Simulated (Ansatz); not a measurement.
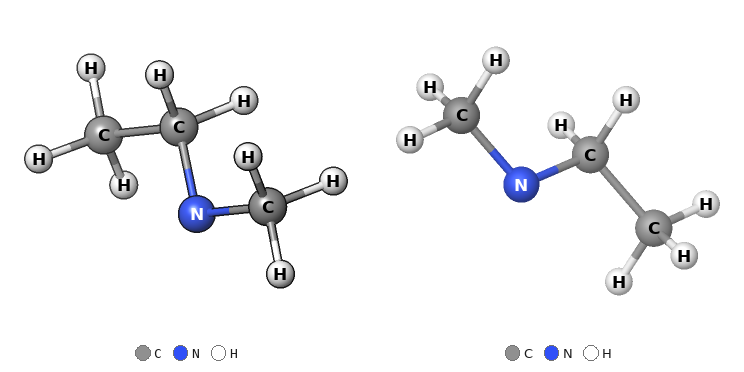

Two views of one molecule.

State: neutral, doublet. Computed geometry: PBE0-D4/def2-TZVP optimisation.

What is the molecular formula?

Answer. C₃H₈N, 12 atoms: 3 carbon, 8 hydrogen and 1 nitrogen.

Give a SMILES string for it.

Answer. CC[N]C

The parts below concern this one geometry. Atoms keep their numbers from picture to picture.

### Geometry

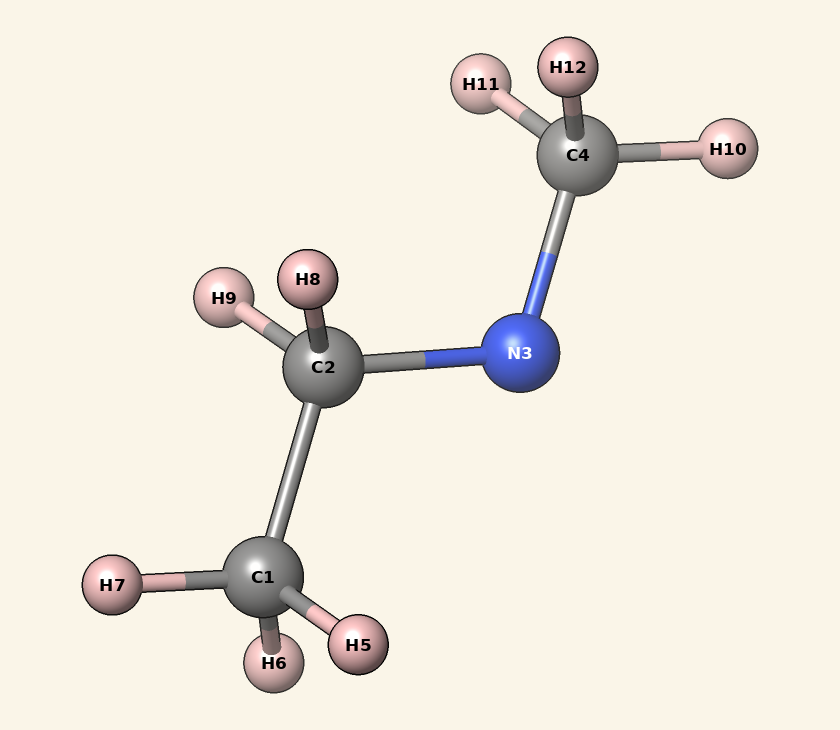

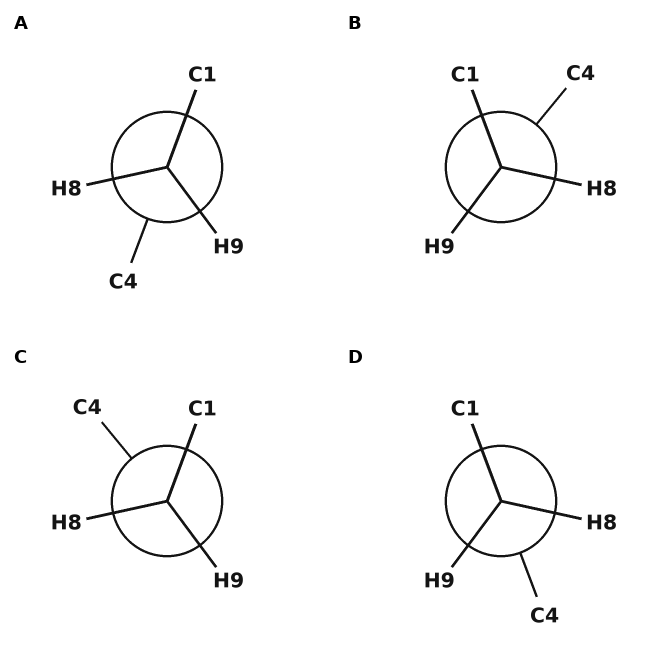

Depth is shown by fading: the farther an atom, the more it takes the colour of the background. Bonds that would overlap in a projection are set slightly apart.

Which Newman projection shows the view along C2–N3, with C2 in front?

Answer. A. The torsion angle C1–C2–N3–C4 is 180°, antiperiplanar (anti).

### Vibrations

Harmonic vibrations computed with UKS PBE0-D4/def2-TZVP (Ansatz 0.2.0) at a stationary point of the same level.

How many vibrational modes are there, and where do they lie?

Answer. 30 modes: 51, 115, 232, 294, 478, 729, 870, 961, 1046, 1049, 1064, 1149, 1228, 1273, 1369, 1396, 1411, 1430, 1471, 1474, 1480, 1493, 2944, 2967, 2968, 3012, 3057, 3121, 3133, 3138 cm⁻¹.

### Electronic properties

Level of theory: UHF-CCSD(T), frozen core/def2-TZVPP (Ansatz 0.2.0).

Give the T1 diagnostic at this level.

Answer. 0.013.

Estimate the ⟨S²⟩ of the determinant.

Answer. 0.763.

What is the HOMO energy (Hartree–Fock orbital)?

Answer. −10.68 eV.

### Dipole moment

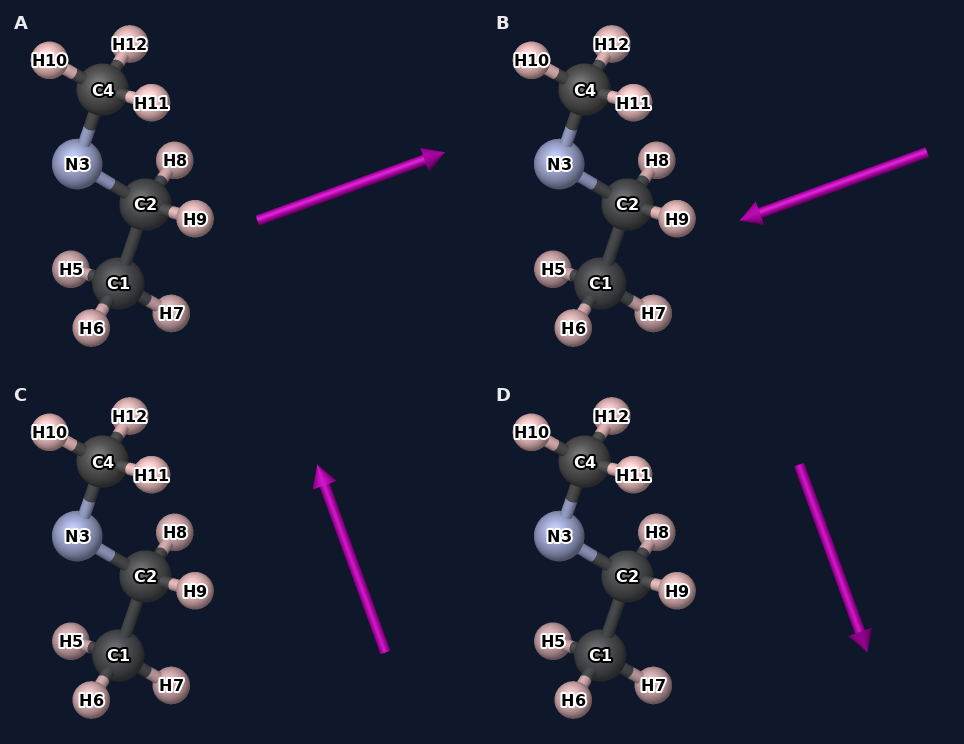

The same molecule four times, each with an arrow. Level of theory: UKS r2SCAN-D4/def2-TZVPP (Ansatz 0.2.0).

Which arrow points along the dipole moment, from the negative to the positive end?

Answer. A. The dipole moment is 1.60 D; it points from the side of H5, H6 to the side of H8, H9, H11, H12 (the outermost atoms at the two ends).
